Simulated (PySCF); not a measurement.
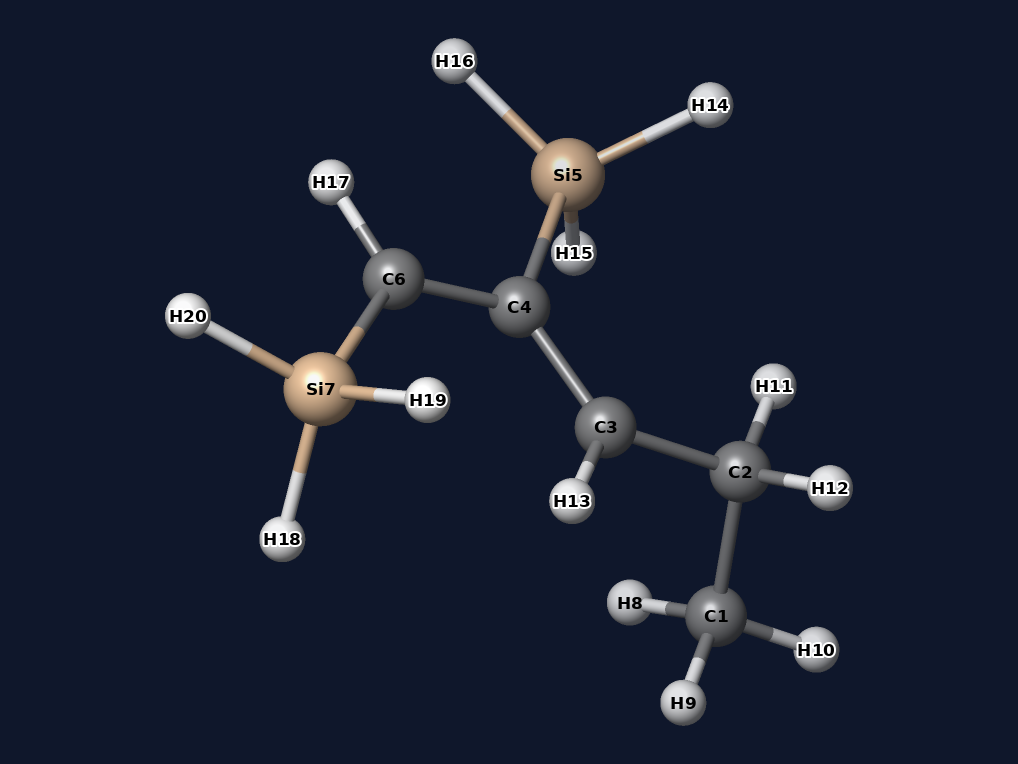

The species is neutral and a spin doublet. The geometry was computed by an optimisation with GFN2-xTB. No frequency run is at hand to confirm it as a minimum. Level of theory: UKS B3LYP, pcH-1 on C H Si, non-relativistic (PySCF 2.14.0). Fermi-contact and spin-dipolar terms alone, no spin-orbit part.

### Which nucleus has the largest dipolar (anisotropic) hyperfine coupling?

13C at C6: principal values −49.5, −47.9, 97.3 MHz.

List the isotropic and dipolar parts for the most strongly coupled nuclei, one of each equivalent set.

| atom | isotope | a_iso (MHz) | dipolar part (MHz) |
| --- | --- | --- | --- |
| C6 | 13C | 53.9 | −49.5, −47.9, 97.3 |
| C3 | 13C | 52.9 | −48.4, −47.1, 95.5 |
| C4 | 13C | −43.5 | −25.3, 10.2, 15.2 |
| H17 | 1H | −39.2 | −24.4, 0.0, 24.4 |
| H13 | 1H | −36.5 | −19.1, −2.3, 21.4 |
| C1 | 13C | 45.4 | −3.1, −3.0, 6.0 |
| H12 | 1H | 55.5 | −3.4, −2.5, 5.9 |
| H11 | 1H | 2.2 | −3.0, −2.4, 5.4 |

The geometry is semi-empirical. Around Si such bond lengths and angles can be off by a tenth of an ångström or more and by several degrees, and values that hang on the shape move with them.
